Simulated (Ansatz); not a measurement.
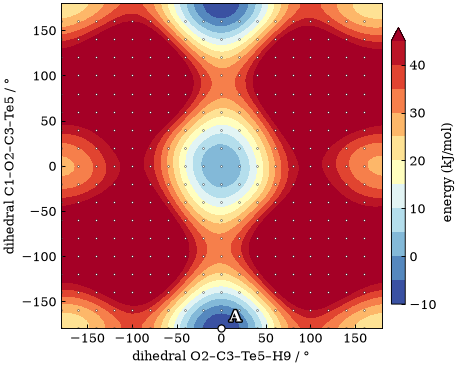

C2H4OSTe, SMILES COC(=S)[TeH]. 
- First axis: dihedral O2–C3–Te5–H9. Second axis: dihedral C1–O2–C3–Te5.
- Nothing is relaxed (all other coordinates rigid).
- The grid has 18 × 18 points.
- Points are written as (first, second).
- All energies are given in kJ/mol relative to the relaxed molecule at the same level.
- The calculation used RKS SPW92 (LDA)/def2-SVP in Ansatz.

Drawn: filled contours, dots at the grid points, one colour for all values above the top of the scale, the well A. Between grid points the surface is interpolated.

Where is the minimum, and how stiff is the well along each coordinate? Take the well at A.

Answer. The interpolated minimum is at dihedral O2–C3–Te5–H9 ≈ 0°, dihedral C1–O2–C3–Te5 ≈ −180°. The curvatures there are about 0.7 eV/rad² and 1.1 eV/rad², with a cross term of about 0 eV/rad². Round the minimum the two coordinates are nearly uncoupled. (1 eV is 96.5 kJ/mol.)
